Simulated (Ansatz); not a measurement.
# GeH$_{3}$ClO: geometry relaxation

GeH$_{3}$ClO, computed with RKS PBE/def2-SVP (Ansatz 0.2.0).

It belongs to a series of runs on one base structure; here: end point A relaxed. Figures and captions count atoms from 1; the log counts them from 0 in places.

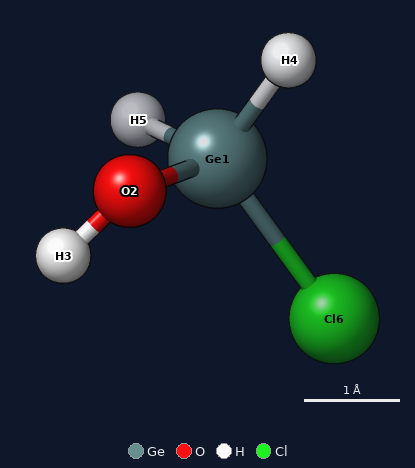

The input geometry (ball-and-stick view, seen at a tilt; atoms are numbered from 1 in the order of the input). Sticks mark near contacts. Bond lengths as drawn: Cl–Ge 2.18 Å, Ge–H 1.53 to 1.55 Å, Ge–O 1.77 Å and H–O 0.98 Å.

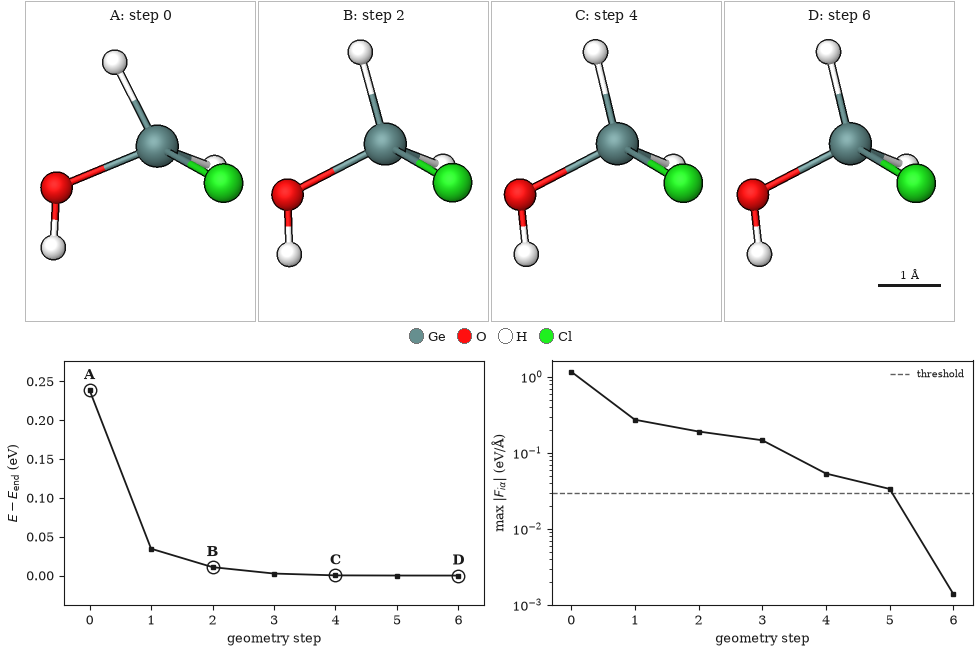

Frames of the relaxation (ball-and-stick view, seen at a tilt) above the curves, on which the letters mark them (the first geometry is step 0 here and step 1 in the log).

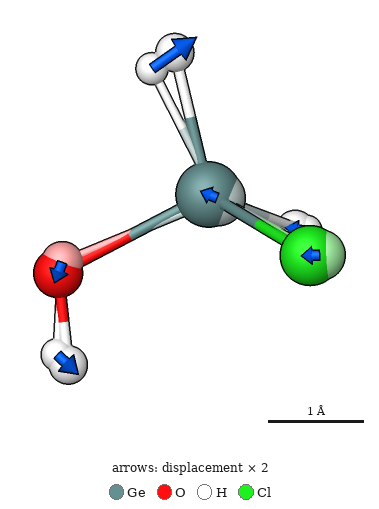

Start (faint) and end (solid) with the displacements as blue arrows, magnified 2 times (ball-and-stick view, seen at a tilt). The two geometries are laid on each other by the best rigid fit. Over 6 geometry steps the energy falls by 0.239 eV. The largest force component goes from 1.2 to 0.0014 eV/Å. The atom that moves furthest after the best rigid fit is H4 (0.29 Å). By element the largest moves are H 0.29 Å, O 0.12 Å, Cl 0.10 Å, Ge 0.10 Å. Among the contacts that change: Ge1–O2 1.771 → 1.789 Å, Ge1–H4 1.532 → 1.541 Å, O2–H3 0.980 → 0.976 Å. Among the angles that change: O2–Ge1–H4 85.8° → 104.4°, H4–Ge1–H5 121.8° → 115.7°, H4–Ge1–Cl6 114.0° → 109.0°. (Atoms are counted from 1 in the order of the input.)

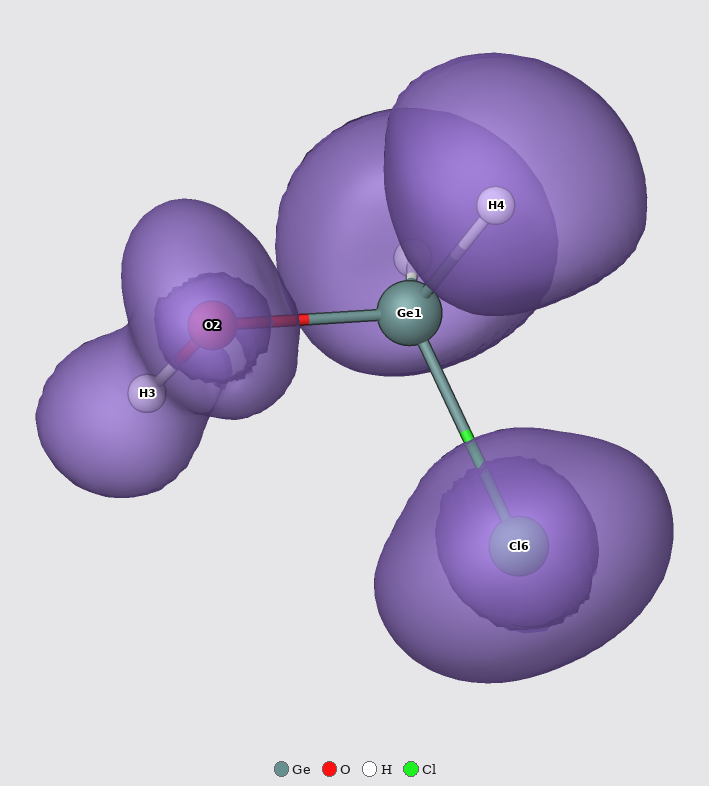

Isosurface of the electron localisation function at 0.75 (purple), seen at a tilt. Core shells and regions of very low density are left out. Profiles from the grid: Ge–O (1.79 Å): the ELF peaks at about 0.85 in the valence shell of O, 0.6 Å from its nucleus, and is about 0.30 at the midpoint. Ge–Cl (2.18 Å): the ELF peaks at about 0.80 in the valence shell of Cl, 0.8 Å from its nucleus, and is about 0.65 at the midpoint.

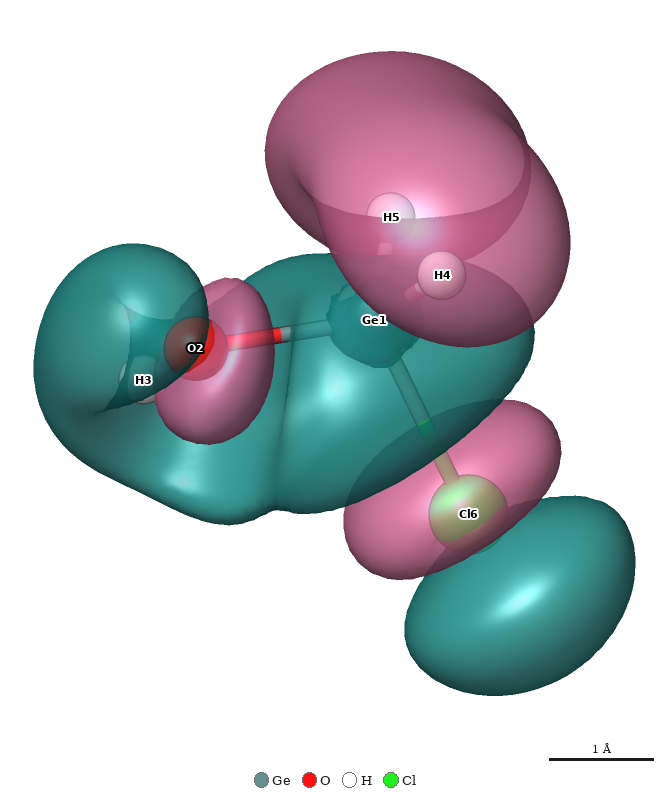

One frontier orbital at ±0.06 Å⁻³ᐟ² (teal and pink are the two phases), seen at a tilt. The LUMO, at −0.87 eV. By Hirshfeld shares it lies mainly on Ge1 (40 %), Cl6 (25 %), O2 (10 %) and H5 (10 %).

These pictures come from the run below.

## Input
```yaml
crystal:
  periodic: [false, false, false]
  atoms:
    - { symbol: Ge, position_ang: [0.248835, 0.002109, 0.005915] }
    - { symbol: O, position_ang: [0.733222, -0.13678, 1.703295] }
    - { symbol: H, position_ang: [0.00071, -0.14485, 2.354707] }
    - { symbol: H, position_ang: [1.748214, -0.021934, -0.306063] }
    - { symbol: H, position_ang: [-0.637996, 1.223399, -0.342808] }
    - { symbol: Cl, position_ang: [-0.835385, -1.750044, -0.711746] }
basis:
  gaussian: { orbitals: def2-SVP }
hamiltonian:
  xc: pbe
relax:
  f_tol: 0.03
  max_steps: 50
output:
  orbitals: {}
```

Launch command:
```bash
ansatz run input.yaml --threads 1 --pin off --max-ram 2048MiB --backend cpu --events-out ev --progress --plain --runs-dir out
```

## Log
```
The last accepted step is kept in [file] (removed where the run ends without a failure and the disk answers)
Engine: ansatz 0.2.0, x86_64-unknown-linux-gnu
Functional definition: PBE
  parameter kappa = 0.804
  parameter beta = 0.06672455060314922
  exchange = pbe_x(kappa = kappa, mu = beta*pi^2/3)
  correlation = pbe_c(beta = beta)
863 factors; their error is unknown
mean field evaluation 1: about -71103.5539 eV, gradient 5.9e1 eV
mean field evaluation 2: about -71038.5619 eV, gradient 1.7e2 eV
mean field evaluation 4: about -71109.1512 eV, gradient 1.2e1 eV
mean field evaluation 8: about -71109.4720 eV, gradient 1.5e-1 eV
mean field evaluation 16: about -71109.4207 eV, gradient 2.5e-5 eV
mean field -71109.42074967 eV, -2613.2230128539 hartree, gradient 2.5e-5 eV, S^2 0.000000; 0 other end points of the search recorded, 0 dependent functions left out
the calculation of the forces begins
reference -71109.42077922 eV, -2613.2230139397 hartree; 30, 30 occupied and 49, 49 virtual orbitals, 863 factors
relax step   1: F+E_penalty+E_count = -71109.42074967 eV  Δ(F+E_penalty+E_count) = +0.000e0 eV  max|allowed force component| = 1.172e0 eV/Å  Δτ_max = 0.0000 Å  (25 SCF iters, accepted)
these checks for a lower state are left out or cut short: starts, cluster_reference, orbital_swaps, neighbouring_geometries, increment
863 factors; their error is unknown
mean field -71109.62492520 eV, -2613.2305161662 hartree, gradient 2.6e-5 eV, S^2 0.000000; 0 other end points of the search recorded, 0 dependent functions left out
the calculation of the forces begins
reference -71109.62495430 eV, -2613.2305172357 hartree; 30, 30 occupied and 49, 49 virtual orbitals, 863 factors
relax step   2: F+E_penalty+E_count = -71109.62492520 eV  Δ(F+E_penalty+E_count) = -2.042e-1 eV  max|allowed force component| = 2.731e-1 eV/Å  Δτ_max = 0.1970 Å  (26 SCF iters, accepted)
these checks for a lower state are left out or cut short: starts, cluster_reference, orbital_swaps, neighbouring_geometries, increment
863 factors; their error is unknown
mean field -71109.64867705 eV, -2613.2313890305 hartree, gradient 4.0e-5 eV, S^2 0.000000; 0 other end points of the search recorded, 0 dependent functions left out
the calculation of the forces begins
reference -71109.64870604 eV, -2613.2313900958 hartree; 30, 30 occupied and 49, 49 virtual orbitals, 863 factors
relax step   3: F+E_penalty+E_count = -71109.64867705 eV  Δ(F+E_penalty+E_count) = -2.375e-2 eV  max|allowed force component| = 1.911e-1 eV/Å  Δτ_max = 0.0678 Å  (24 SCF iters, accepted)
these checks for a lower state are left out or cut short: starts, cluster_reference, orbital_swaps, neighbouring_geometries, increment
863 factors; their error is unknown
mean field evaluation 32: about -71109.6569 eV, gradient 5.5e-2 eV
mean field -71109.65691202 eV, -2613.2316916602 hartree, gradient 4.1e-5 eV, S^2 0.000000; 0 other end points of the search recorded, 0 dependent functions left out
the calculation of the forces begins
reference -71109.65694091 eV, -2613.2316927219 hartree; 30, 30 occupied and 49, 49 virtual orbitals, 863 factors
relax step   4: F+E_penalty+E_count = -71109.65691202 eV  Δ(F+E_penalty+E_count) = -8.235e-3 eV  max|allowed force component| = 1.467e-1 eV/Å  Δτ_max = 0.0774 Å  (23 SCF iters, accepted)
these checks for a lower state are left out or cut short: starts, cluster_reference, orbital_swaps, neighbouring_geometries, increment
863 factors; their error is unknown
mean field -71109.65926975 eV, -2613.2317783051 hartree, gradient 4.7e-5 eV, S^2 0.000000; 0 other end points of the search recorded, 0 dependent functions left out
the calculation of the forces begins
reference -71109.65929860 eV, -2613.2317793654 hartree; 30, 30 occupied and 49, 49 virtual orbitals, 863 factors
relax step   5: F+E_penalty+E_count = -71109.65926975 eV  Δ(F+E_penalty+E_count) = -2.358e-3 eV  max|allowed force component| = 5.352e-2 eV/Å  Δτ_max = 0.0212 Å  (24 SCF iters, accepted)
these checks for a lower state are left out or cut short: starts, cluster_reference, orbital_swaps, neighbouring_geometries, increment
863 factors; their error is unknown
mean field -71109.65945703 eV, -2613.2317851876 hartree, gradient 4.3e-5 eV, S^2 0.000000; 0 other end points of the search recorded, 0 dependent functions left out
the calculation of the forces begins
reference -71109.65948590 eV, -2613.2317862483 hartree; 30, 30 occupied and 49, 49 virtual orbitals, 863 factors
relax step   6: F+E_penalty+E_count = -71109.65945703 eV  Δ(F+E_penalty+E_count) = -1.873e-4 eV  max|allowed force component| = 3.358e-2 eV/Å  Δτ_max = 0.0089 Å  (25 SCF iters, accepted)
these checks for a lower state are left out or cut short: starts, cluster_reference, orbital_swaps, neighbouring_geometries, increment
863 factors; their error is unknown
mean field -71109.65950005 eV, -2613.2317867686 hartree, gradient 1.5e-5 eV, S^2 0.000000; 0 other end points of the search recorded, 0 dependent functions left out
the calculation of the forces begins
reference -71109.65952892 eV, -2613.2317878293 hartree; 30, 30 occupied and 49, 49 virtual orbitals, 863 factors
relax step   7: F+E_penalty+E_count = -71109.65950005 eV  Δ(F+E_penalty+E_count) = -4.302e-5 eV  max|allowed force component| = 1.390e-3 eV/Å  Δτ_max = 0.0023 Å  (21 SCF iters, accepted)
863 factors; their error is unknown
mean field evaluation 64: about -71109.6595 eV, gradient 1.2e-2 eV
mean field -71109.65950005 eV, -2613.2317867686 hartree, gradient 1.5e-5 eV, S^2 0.000000; 1 other end points of the search recorded, 0 dependent functions left out
the calculation of the forces begins
reference -71109.65952892 eV, -2613.2317878293 hartree; 30, 30 occupied and 49, 49 virtual orbitals, 863 factors
Total energy: -71109.65952892 eV, -2613.2317878293 hartree
Atom 0 at     0.338509     0.000072     0.056957 Å, force    -0.000960    -0.000145     0.001321 eV/Å
Atom 1 at     0.669249    -0.138037     1.809608 Å, force    -0.001390     0.000106    -0.000285 eV/Å
Atom 2 at    -0.157197    -0.164099     2.327774 Å, force     0.001130    -0.000309    -0.000894 eV/Å
Atom 3 at     1.733312    -0.003066    -0.597980 Å, force     0.000641    -0.000354    -0.000468 eV/Å
Atom 4 at    -0.552279     1.228434    -0.265282 Å, force    -0.000042    -0.000216    -0.000153 eV/Å
Atom 5 at    -0.773994    -1.751404    -0.627775 Å, force     0.000620     0.000917     0.000480 eV/Å
Dipole moment:    -0.098614     0.312976     0.078644 e Å
```

## Trajectory as extended XYZ (Å, eV, eV/Å), 7 frames, from step=1 to step=7
```
6
Properties=species:S:1:pos:R:3:forces:R:3 step=1 energy=-71109.42075
Ge    0.2488    0.0021    0.0059    0.5237  -0.0220  -0.0804
O     0.7332   -0.1368    1.7033   -0.7191  -0.0421   1.1721
H     0.0007   -0.1449    2.3547    0.1229  -0.0136  -0.0929
H     1.7482   -0.0219   -0.3061    0.0642   0.0689  -1.0187
H    -0.6380    1.2234   -0.3428    0.0033  -0.0064   0.0088
Cl   -0.8354   -1.7500   -0.7117    0.0050   0.0152   0.0112
6
Properties=species:S:1:pos:R:3:forces:R:3 step=2 energy=-71109.62492
Ge    0.3132    0.0030    0.0370    0.1960  -0.0504   0.1338
O     0.6798   -0.1414    1.7822   -0.0421   0.0202   0.1071
H    -0.0825   -0.1508    2.3907   -0.0838   0.0039  -0.1627
H     1.7698   -0.0116   -0.5016   -0.2731   0.0344  -0.1644
H    -0.6111    1.2006   -0.3208    0.1363   0.0278   0.0611
Cl   -0.8117   -1.7279   -0.6841    0.0667  -0.0359   0.0250
6
Properties=species:S:1:pos:R:3:forces:R:3 step=3 energy=-71109.64868
Ge    0.3266    0.0007    0.0478    0.0766  -0.0332   0.0861
O     0.6633   -0.1374    1.8009    0.1015   0.0065  -0.0159
H    -0.1183   -0.1583    2.3832   -0.0945   0.0085  -0.1503
H     1.7514   -0.0079   -0.5668   -0.1911   0.0119   0.0167
H    -0.5765    1.2162   -0.2982    0.0657   0.0056   0.0359
Cl   -0.7888   -1.7413   -0.6637    0.0418   0.0006   0.0275
6
Properties=species:S:1:pos:R:3:forces:R:3 step=4 energy=-71109.65691
Ge    0.3427    0.0061    0.0508   -0.1467  -0.0339   0.0466
O     0.6666   -0.1505    1.7983    0.0603   0.0333   0.1177
H    -0.1588   -0.1564    2.3174   -0.0179  -0.0057   0.0108
H     1.7342   -0.0081   -0.5910    0.1126   0.0297  -0.0852
H    -0.5593    1.2299   -0.2549    0.0259   0.0119  -0.0311
Cl   -0.7679   -1.7492   -0.6173   -0.0342  -0.0353  -0.0588
6
Properties=species:S:1:pos:R:3:forces:R:3 step=5 energy=-71109.65927
Ge    0.3384   -0.0016    0.0565   -0.0346   0.0250  -0.0203
O     0.6681   -0.1316    1.8078    0.0140  -0.0262   0.0535
H    -0.1558   -0.1650    2.3296    0.0008   0.0035  -0.0121
H     1.7321   -0.0060   -0.5970    0.0239   0.0015  -0.0124
H    -0.5519    1.2280   -0.2618   -0.0032  -0.0009  -0.0157
Cl   -0.7733   -1.7519   -0.6318   -0.0010  -0.0029   0.0070
6
Properties=species:S:1:pos:R:3:forces:R:3 step=6 energy=-71109.65946
Ge    0.3383    0.0008    0.0574    0.0044  -0.0188   0.0157
O     0.6701   -0.1397    1.8109   -0.0078   0.0086  -0.0336
H    -0.1572   -0.1632    2.3276   -0.0029  -0.0016   0.0071
H     1.7328   -0.0031   -0.5981    0.0014   0.0015   0.0003
H    -0.5526    1.2288   -0.2663    0.0005  -0.0004   0.0060
Cl   -0.7737   -1.7517   -0.6281    0.0045   0.0107   0.0044
6
Properties=species:S:1:pos:R:3:forces:R:3 step=7 energy=-71109.65950
Ge    0.3385    0.0001    0.0570   -0.0010  -0.0001   0.0013
O     0.6692   -0.1380    1.8096   -0.0014   0.0001  -0.0003
H    -0.1572   -0.1641    2.3278    0.0011  -0.0003  -0.0009
H     1.7333   -0.0031   -0.5980    0.0006  -0.0004  -0.0005
H    -0.5523    1.2284   -0.2653    0.0000  -0.0002  -0.0002
Cl   -0.7740   -1.7514   -0.6278    0.0006   0.0009   0.0005
```

## Results in brief

- outcome: converged
- total energy: −71109.6595 eV
- mean-field energy: −71109.6595 eV
- largest force (length of the vector) at the end: 0.002 eV/Å
- hardware: 1 thread of Intel Xeon (Granite Rapids), 32 GiB of memory available, shared host
- wall time: 8.2 s
- peak memory: 0.15 GiB
